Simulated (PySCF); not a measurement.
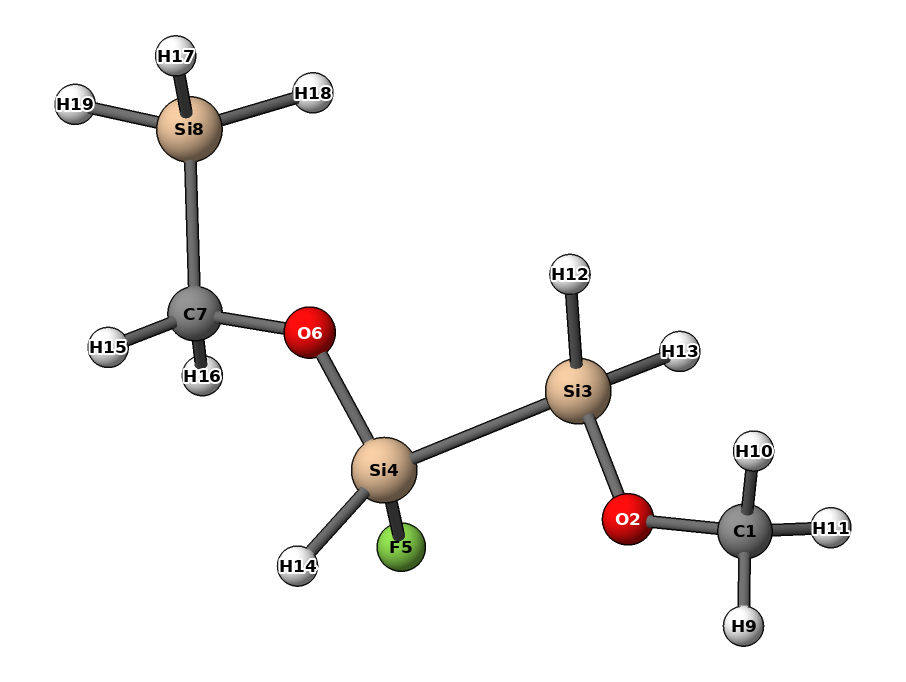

The questions are on isotropic NMR shieldings of the O atoms. Computed geometry: GFN2-xTB optimisation. No frequency run is at hand to confirm it as a minimum. Level of theory: GIAO PBE0/pcSseg-1 NMR shielding, non-relativistic, gas phase (PySCF 2.14.0).

Give the isotropic NMR shieldings of the O atoms atom by atom.

```tsv
atom	σ (ppm)
O2	353.0
O6	287.6
```

The geometry is semi-empirical. Around Si such bond lengths and angles can be off by a tenth of an ångström or more and by several degrees, and values that hang on the shape move with them.
